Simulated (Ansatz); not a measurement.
CH3AlF2···H2

Input

```
crystal:
  periodic: [false, false, false]
  atoms:
    - { symbol: Al, position_ang: [-0.431578, 0.150132, -1.029243] }
    - { symbol: C, position_ang: [1.016359, 0.346356, 0.280266] }
    - { symbol: F, position_ang: [-0.52715, -1.160009, -2.056554] }
    - { symbol: F, position_ang: [-1.596762, 1.322996, -1.247434] }
    - { symbol: H, position_ang: [-0.892134, -0.764971, 1.16907] }
    - { symbol: H, position_ang: [-1.513686, -1.067428, 1.272267] }
    - { symbol: H, position_ang: [0.689483, 0.93526, 1.153293] }
    - { symbol: H, position_ang: [1.878224, 0.874201, -0.16787] }
    - { symbol: H, position_ang: [1.377245, -0.636538, 0.626107] }
basis:
  gaussian: { orbitals: "6-31G*" }
hamiltonian:
  xc: pbe
  dispersion: d4
relax:
  f_tol: 0.03
  max_steps: 50
output:
  orbitals: {}
```

Launched as:

```sh
ansatz run input.yaml --threads 2 --pin off --max-ram 3072MiB --backend cpu --events-out ev --progress --plain --runs-dir out
```

The fields are those of the run's last geometry, not of the input's.

All numbers below come from RKS PBE-D4/6-31G* (Ansatz).

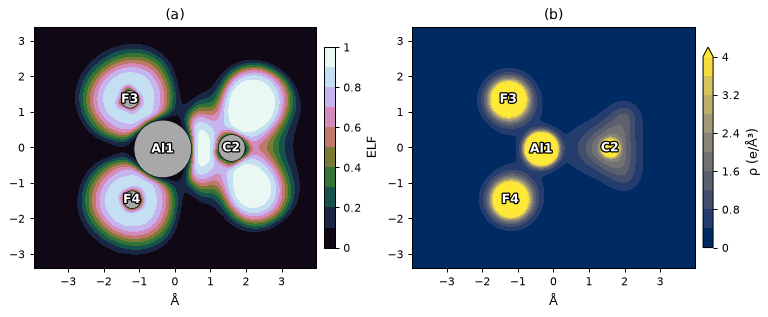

Figure 1. (a) electron localisation function; (b) total electron density on the plane of atoms F3, Al1 and F4. Grey discs cover the atomic cores in the ELF map.

### What do the fields say about this system?

- Atoms in the plane: Al, C and F.
- Al–F (1.67 Å): ρ at the midpoint is about 0.83 e/Å³; the ELF peaks at about 0.85 in the valence shell of F, 0.5 Å from its nucleus, and is about 0.30 at the midpoint.
- C–Al (1.95 Å): ρ is about 0.72 e/Å³ halfway; the ELF peaks at about 0.95 between the atoms, as expected for a polar covalent bond.
- The ELF also peaks beside F4 and F3, away from the bonds: lone-pair regions.

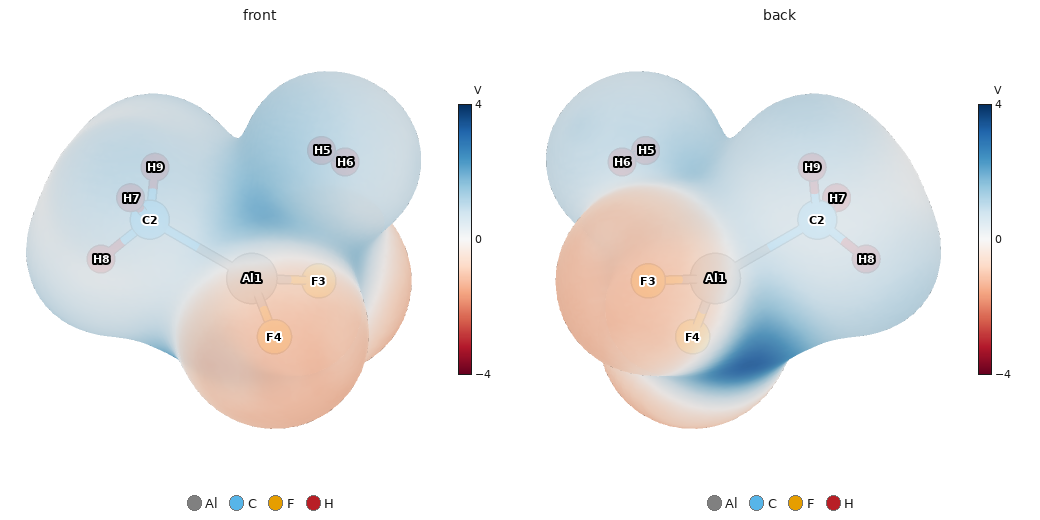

Figure 2. The molecular electrostatic potential painted on the density surface at 0.002 e/bohr³, seen from the front and from behind; the colour scale runs from red (negative) to blue (positive).

### Which sites attract a positive test charge, and which a negative one?

A positive charge is drawn to the negative regions and a negative charge to the positive ones. The most negative region (about −1.2 V) lies over F3 and F4, the most positive (about +3.0 V) over Al1.

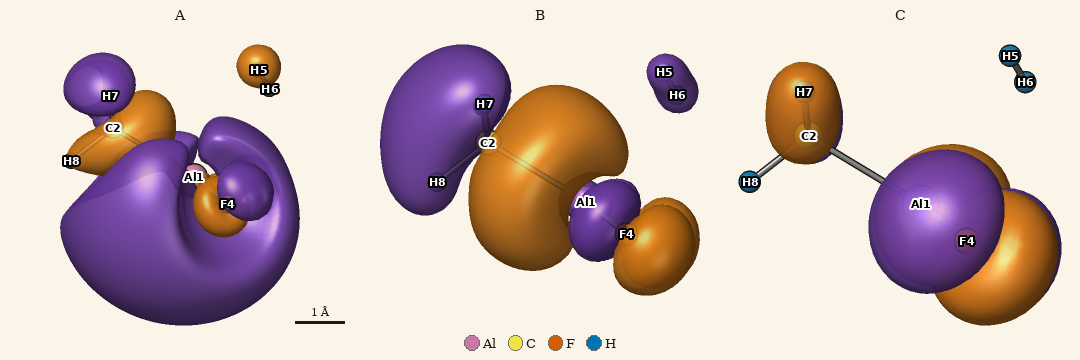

Figure 3. Three frontier orbitals at ±0.06 Å⁻³ᐟ² (orange and purple are the two phases), in no order.

### Which picture is the HOMO−1, the HOMO and the LUMO?

C is the HOMO−1 (−8.43 eV). By Hirshfeld shares it lies mainly on F4 (about 45 %) and F3 (about 45 %); largely a combination of lone pairs on F4 and F3. B is the HOMO (−7.50 eV). It lies mainly on C2 (about 45 %), Al1 (about 20 %), F4 (about 10 %) and F3 (about 10 %). A is the LUMO (−0.79 eV). Its weight (Hirshfeld) is mainly on Al1 (about 60 %), C2 (about 15 %), F4 (about 10 %) and F3 (about 10 %).

### What is the HOMO–LUMO gap?

6.71 eV between the orbital energies.
